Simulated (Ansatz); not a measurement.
# Fields on a plane of V (bcc, W type)

```
V
1.0
   -1.47937     1.47937     1.47937
    1.47937    -1.47937     1.47937
    1.47937     1.47937    -1.47937
V
1
Cartesian
  0.00000   0.00000   0.00000
```

The slice is a {211} plane (indices of the conventional cell) through the point (0.000, 0.000, 0.000) (fractional), spanned by u = [111] and v = [1 0 -1] in vectors of this cell: u (2.56 Å) and v (4.18 Å, at 90° to u). It covers one period; positions are fractions (u, v).

Atoms on it: V at (0.00, 0.00).

The numbers are results of PBEsol (plane waves to 420 eV, PAW, scalar-relativistic; Ansatz, a first-principles code), not measurements. k mesh 22×22×22. Inside the PAW spheres the values are not all-electron values, and peaks at nuclei hang on which shells count as valence. V is run without spin polarisation. V was relaxed with its symmetry unable to fall.

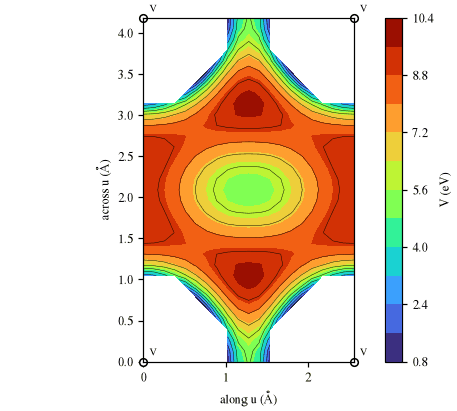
Figure. Electrostatic potential energy of an electron, from the cell's mean, in eV, one period of the plane, atoms marked. Points within 1 Å of a nucleus are left white, as the pseudised field means little there. Values under 1 eV are set to 1. The zero, the cell's mean, hangs on the PAW cores.

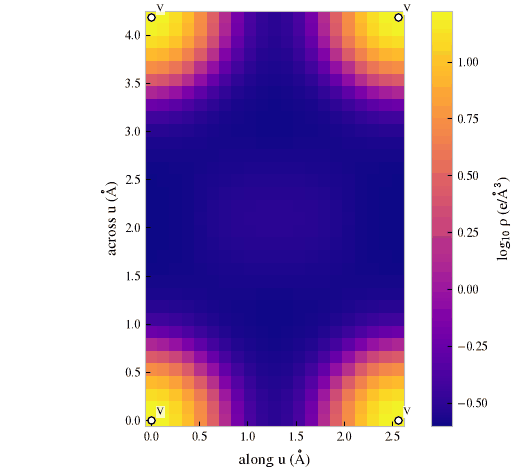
Log₁₀ of the valence density in e/Å³, one period of the plane, atoms marked. The scale is logarithmic, as a density can span decades between atoms and voids.

- Density on the V–V line (2.56 Å) at its midpoint = 0.31 e/Å³
- ELF at that point = 0.23
